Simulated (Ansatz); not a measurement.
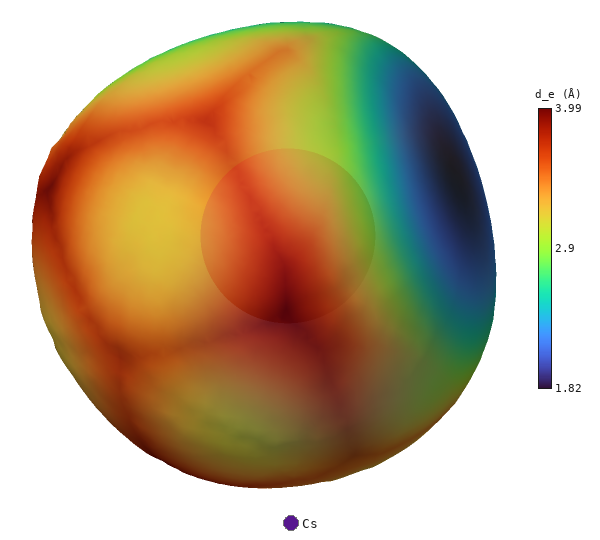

Hirshfeld surface computed for one Cs atom in Cs$_{2}$Au in space group P-3m1, coloured by d_e.

The surface is where the fragment's share of the procrystal density (the sum of the densities of spherically averaged neutral Hartree-Fock atoms) equals one half. d_i and d_e are the distances from the surface to the nearest nucleus inside and outside. From Rb on the atoms have core potentials, so only their outer electrons count.

The cell is taken from coordinates from a relaxation with DFT PBE, scalar-relativistic, plane waves, PAW (Ansatz); the starting structure was generated, so it need not be a known form of this composition.

```
CELL_PARAMETERS angstrom
5.26220 0.00000 0.00000
-2.63110 4.55720 0.00000
0.00000 0.00000 8.81098
ATOMIC_POSITIONS crystal
Cs 0.33333 0.66667 0.22606
Cs 0.66667 0.33333 0.77394
Au 0.00000 0.00000 0.00000
```

Q: What is the shortest distance from the fragment to an atom outside it?

A: Cs–Au, 3.63 Å.

Q: How is the surface shared among contacts (nearest atom inside ··· nearest atom outside)?

A: Cs···Au 60 %, Cs···Cs 40 %. The surface faces 12 neighbours with more than 2 % of its area each: 9 Cs + 3 Au.

Q: Give the size and shape of the surface.

A: It encloses about 48.3 Å³, has an area of about 66 Å² and a globularity of 0.98 (1 for a sphere).
